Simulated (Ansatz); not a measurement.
# AlH$_{6}$P: what the fields show

```xyz
8

Al   -0.4770    0.1674   -1.3625
P     0.3746   -0.1368    1.0024
H     0.0230   -1.2468   -1.9244
H    -2.0240    0.3404   -0.9855
H     0.3812    1.4758   -1.7042
H     0.1636    0.9021    1.9437
H     1.7637   -0.3340    1.2058
H    -0.1130   -1.2253    1.7687
```

Geometry: PBE0-D4/def2-SVP.

Level of theory: isolated molecule in a Gaussian basis; Kohn-Sham density functional theory, functional PBE0 (Ansatz 0.2.0).

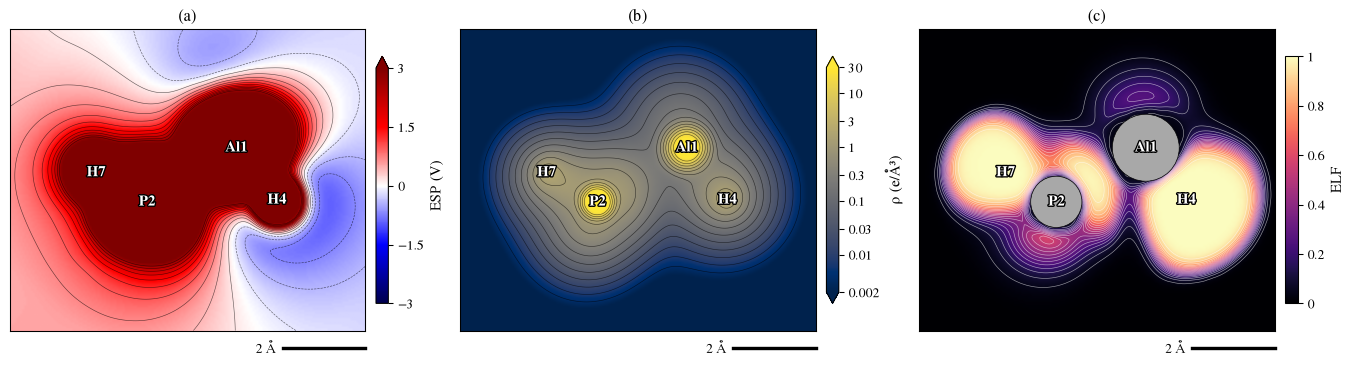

Figure 1. (a) electrostatic potential; (b) electron density; (c) ELF on the plane of atoms Al1, P2 and H7. Grey discs cover the atomic cores in the ELF map.

Question: Describe what can be read from this map.

Answer: The plane passes through Al, P and H nuclei.
Al–P (2.53 Å): the density is about 0.38 e/Å³ at the midpoint, with its minimum of 0.24 e/Å³ about 0.9 Å from Al; the ELF peaks at about 1 between the atoms; a shared electron pair.
P–H (1.42 Å): ρ at the midpoint is about 1.1 e/Å³; the ELF climbs to about 1 towards the hydrogen, as it does in any bond to H.
Al–H (1.60 Å): ρ is about 0.52 e/Å³ halfway; the ELF climbs to about 1 towards the hydrogen.
Outside the dense part of the molecule the potential is most negative (−0.9 V) near H4.

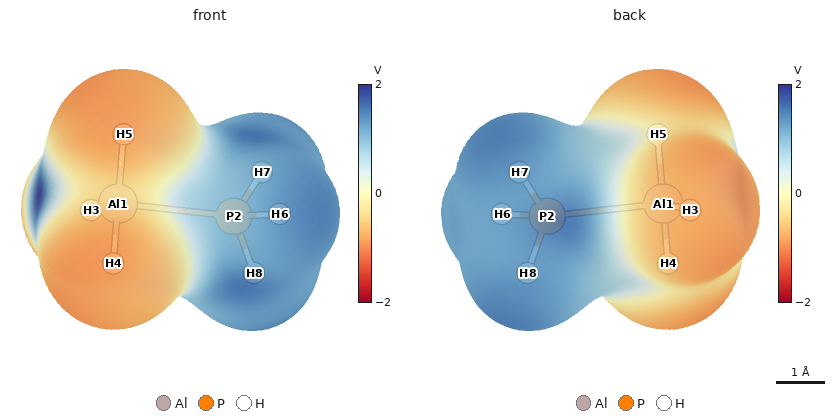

Figure 2. The electrostatic potential painted on the density surface at 0.002 e/bohr³, seen from the front and from behind; red is negative and blue positive.

Question: Which sites attract a positive test charge, and which a negative one?

Answer: A positive charge is drawn to the negative regions and a negative charge to the positive ones. The most negative region (about −0.9 V) lies over H3, H4 and H5, the most positive (about +1.7 V) over Al1.

Question: How polar is the molecule by this calculation?

Answer: Its dipole moment is 4.11 D.

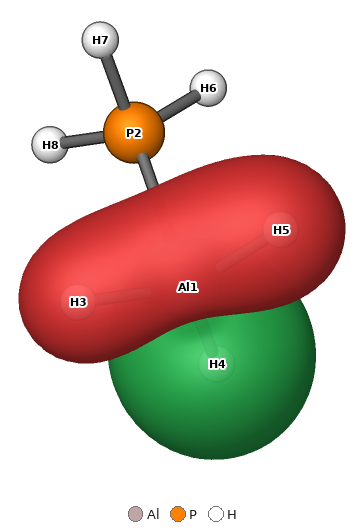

Figure 3. The HOMO at ±0.1 Å⁻³ᐟ² (green and red are the two phases), seen at an oblique angle.

Question: What is the character of this orbital?

Answer: By Hirshfeld shares it lies mainly on H4 (about 40 %), Al1 (about 35 %), H3 (about 10 %) and H5 (about 10 %). It is one of a degenerate set, so its orientation is arbitrary. Its energy is −7.82 eV.
